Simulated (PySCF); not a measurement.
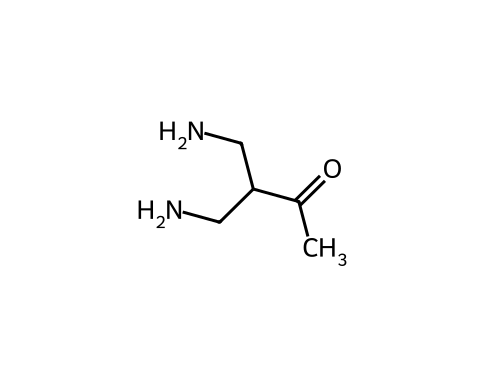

2D structure.

> Transcribe the drawing into SMILES.

CC(=O)C(CN)CN

> Give the formula, hydrogens included.

C5H12N2O.

> An optimisation with GFN2-xTB gave a structure of which point group?

C1. Other conformers may differ.

More results for the same structure follow; atom numbers are the same in all pictures, views and colours differ. The geometry was computed by an optimisation with GFN2-xTB. No frequency run is at hand to confirm it as a minimum.

### Shape

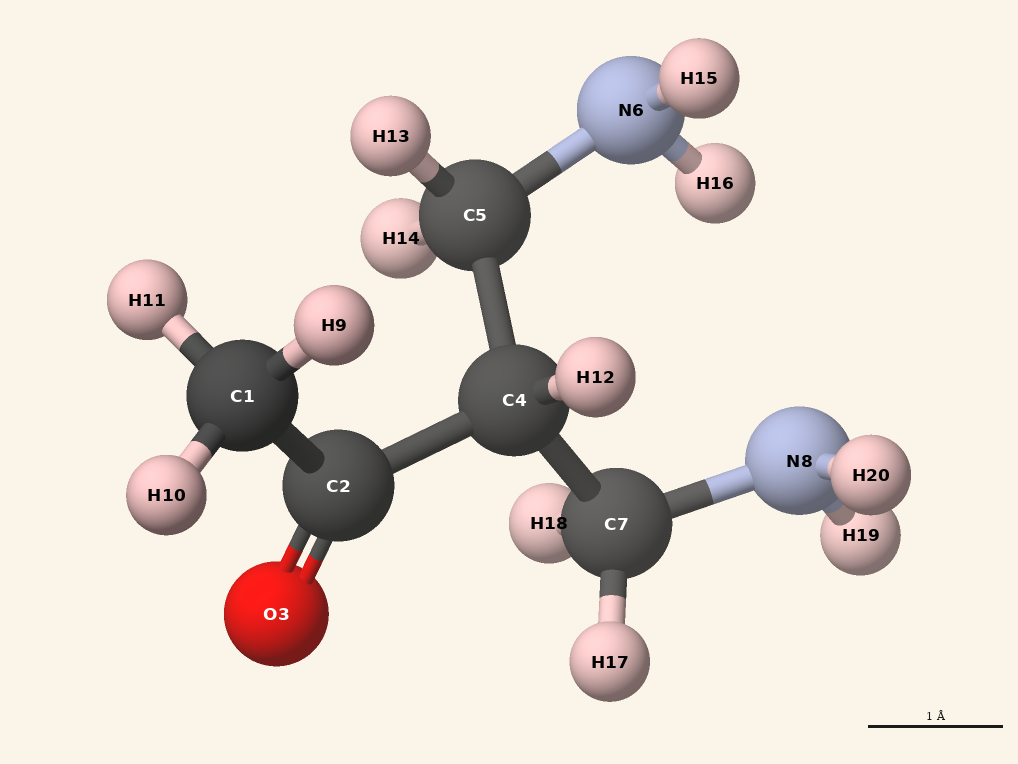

Atoms carry their numbers in the input. No frequency run is at hand to confirm it as a minimum.

Estimate the angles C1–C2–O3, C2–C1–H10, C2–C4–C7, C2–C4–H12, C4–C5–N6, C4–C7–N8, C4–C7–H18, C5–C4–C7, C5–C4–H12, N6–C5–H13, N6–C5–H14, C7–N8–H19.

| angle | degrees |
| --- | --- |
| C1–C2–O3 | 121.9 |
| C2–C1–H10 | 109.5 |
| C2–C4–C7 | 110.4 |
| C2–C4–H12 | 108.9 |
| C4–C5–N6 | 115.1 |
| C4–C7–N8 | 111.0 |
| C4–C7–H18 | 108.9 |
| C5–C4–C7 | 111.2 |
| C5–C4–H12 | 108.0 |
| N6–C5–H13 | 107.8 |
| N6–C5–H14 | 107.9 |
| C7–N8–H19 | 109.9 |

### Polarisability

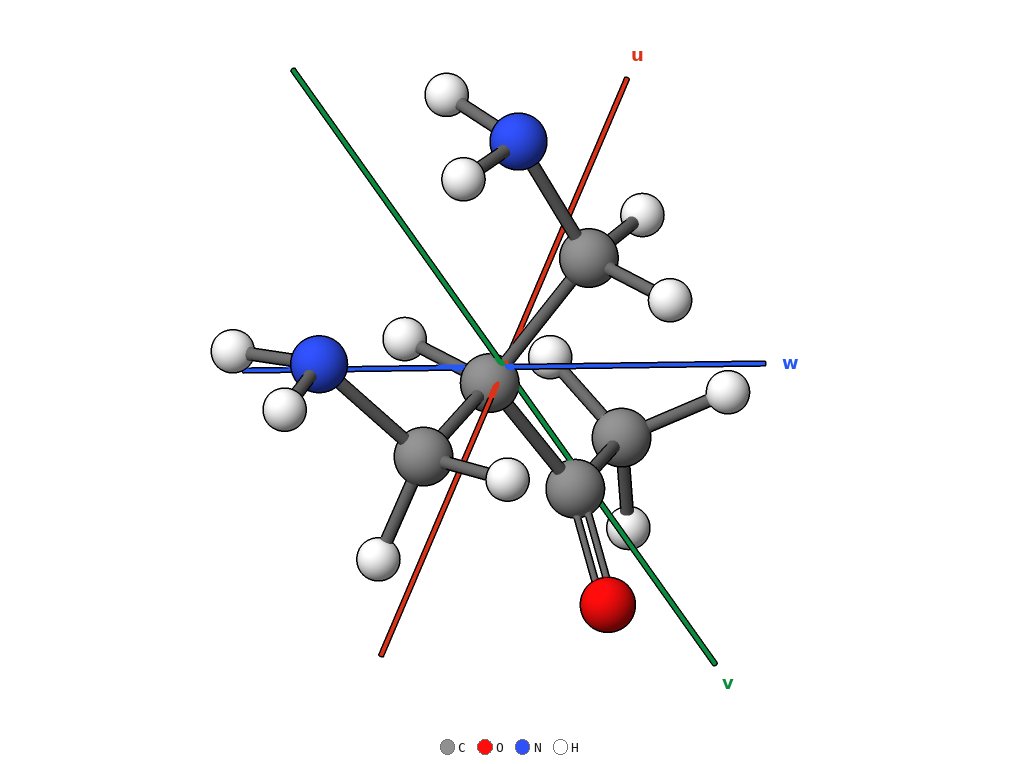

The lines u, v and w are the principal axes of the static dipole polarisability. No frequency run is at hand to confirm it as a minimum. Computed with PBE0/def2-SVPD (PySCF 2.14.0).

> Along which axis is the molecule most polarisable, and along which least?

Most along v, least along w.

> Give the three principal values.

u 83.3, v 93.4, w 68.9 bohr³; mean 81.8, anisotropy 21.3 bohr³.

### Quadrupole coupling

No frequency run is at hand to confirm it as a minimum. Electric field gradients from the ground-state density, PBE0/pcSseg-1 (PySCF 2.14.0), non-relativistic apart from any core potentials.

Give the largest field-gradient component, the quadrupole coupling constant and the asymmetry for 17O at O3 (Q = −25.6 mb), 14N at N6 (Q = 20.44 mb), 14N at N8 (Q = 20.44 mb).

| atom | V_zz (a.u.) | e²qQ/h (MHz) | η |
| --- | --- | --- | --- |
| O3 | −1.980 | 11.91 | 0.48 |
| N6 | −1.148 | −5.51 | 0.24 |
| N8 | −1.128 | −5.42 | 0.11 |

### Charges

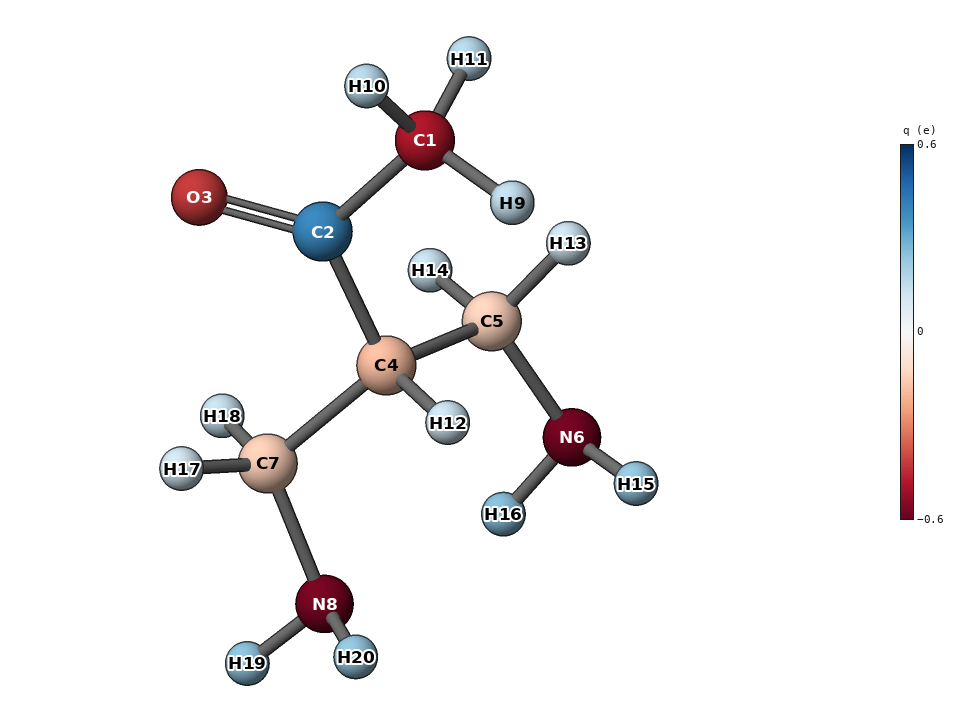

Atoms are coloured by their IAO charges. No frequency run is at hand to confirm it as a minimum. Method: PBE0/pcSseg-1, gas phase (PySCF 2.14.0).

> Which atom carries the highest charge (most positive or least negative)?

C2 (0.39 e).

> And the lowest?

N6, N8 (−0.57 e).

Give the IAO charges atom by atom.

```json
{"atom": "C1", "value (e)": "−0.48"}
{"atom": "C2", "value (e)": "0.39"}
{"atom": "O3", "value (e)": "−0.42"}
{"atom": "C4", "value (e)": "−0.18"}
{"atom": "C5", "value (e)": "−0.14"}
{"atom": "N6", "value (e)": "−0.57"}
{"atom": "C7", "value (e)": "−0.15"}
{"atom": "N8", "value (e)": "−0.57"}
{"atom": "H9", "value (e)": "0.15"}
{"atom": "H10", "value (e)": "0.17"}
{"atom": "H11", "value (e)": "0.17"}
{"atom": "H12", "value (e)": "0.13"}
{"atom": "H13", "value (e)": "0.13"}
{"atom": "H14", "value (e)": "0.14"}
{"atom": "H15", "value (e)": "0.23"}
{"atom": "H16", "value (e)": "0.25"}
{"atom": "H17", "value (e)": "0.12"}
{"atom": "H18", "value (e)": "0.14"}
{"atom": "H19", "value (e)": "0.25"}
{"atom": "H20", "value (e)": "0.24"}
```
